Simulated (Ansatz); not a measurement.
## Electronic structure of C6H14Si in real space

```xyz
21

Si    0.4108    0.1544   -0.5875
C     0.4584    0.1059    1.3306
C    -0.9124    0.1299    1.9294
C    -1.5919   -0.9332    2.4030
H     1.0602    0.9773    1.6710
H     1.0106   -0.8127    1.6258
H    -1.4185    1.1136    1.9327
H    -1.1425   -1.9404    2.4267
H    -2.6175   -0.8329    2.7902
C     2.1875    0.2781   -1.2330
H     2.6817    1.2048   -0.8746
H     2.2086    0.2918   -2.3425
H     2.7983   -0.5845   -0.8950
C    -0.5886    1.6604   -1.1530
H    -0.6163    1.7252   -2.2605
H    -0.1481    2.6048   -0.7711
H    -1.6362    1.6027   -0.7927
C    -0.4062   -1.4351   -1.2051
H    -1.4090   -1.5592   -0.7475
H     0.2000   -2.3258   -0.9392
H    -0.5288   -1.4250   -2.3078
```

Geometry: PBE-D4/def2-SVP.

These are results of Ansatz, RKS PBE0-D4/def2-TZVP, not measurements.

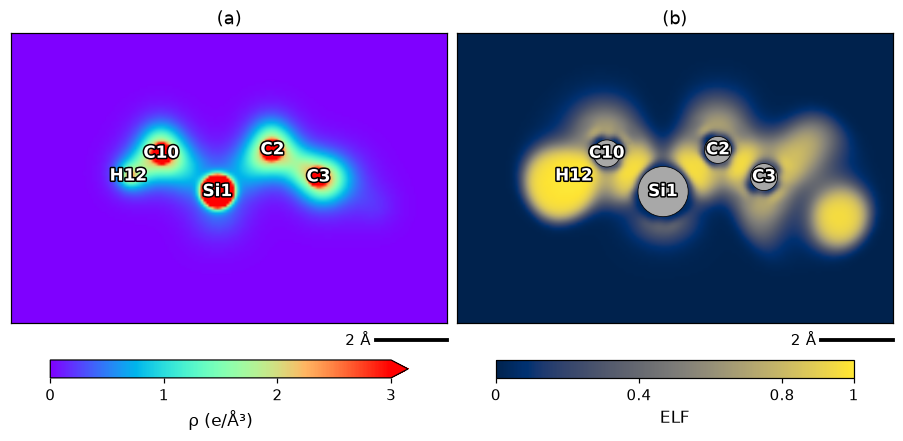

Figure 1. (a) electron density; (b) ELF on the plane of atoms C2, Si1 and C10. Grey discs cover the atomic cores in the ELF map.

**What does the map show?**

- The section cuts through Si, C and H sites.
- C–Si (1.92 Å): the density is about 0.9 e/Å³ at the midpoint; the ELF peaks at about 0.95 between the atoms, as expected for a covalent bond.
- C–H (1.11 Å): ρ is about 1.9 e/Å³ halfway; the ELF climbs to about 1 towards the hydrogen, as it does in any bond to H; an ordinary covalent bond to hydrogen.
- C–C (1.50 Å): ρ at the midpoint is about 1.7 e/Å³; the ELF peaks at about 0.95 between the atoms, as expected for a shared electron pair.

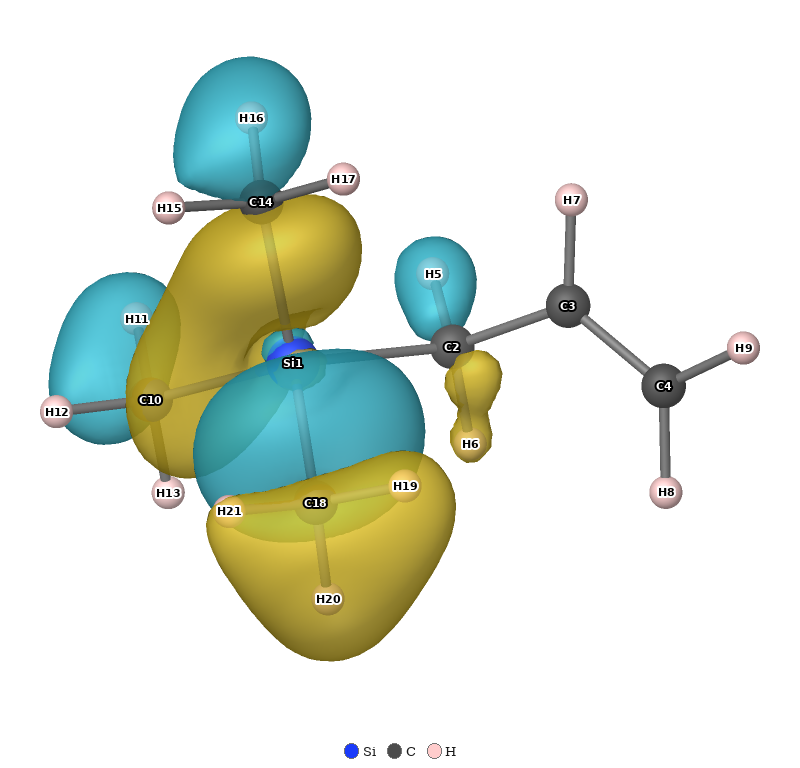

Figure 2. The HOMO−1 at ±0.1 Å⁻³ᐟ² (yellow and cyan are the two phases), seen across its widest extent.

**What is the character of this orbital?**

It lies mainly on C18 (about 35 %), Si1 (about 20 %), C14 (about 10 %) and C10 (about 10 %). Its energy is −8.38 eV.

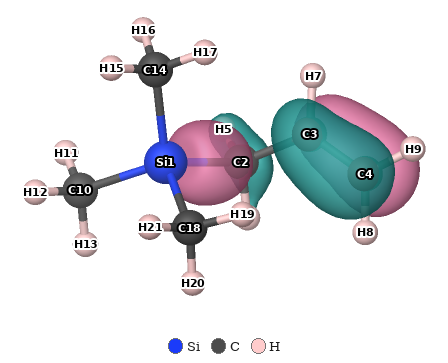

Figure 3. The HOMO at ±0.15 Å⁻³ᐟ² (teal and pink are the two phases), seen at a tilt.

**Describe this orbital and give its energy.**

Its weight (Hirshfeld) is mainly on C4 (about 35 %), C3 (about 25 %), C2 (about 15 %) and Si1 (about 10 %). Its energy is −6.78 eV.
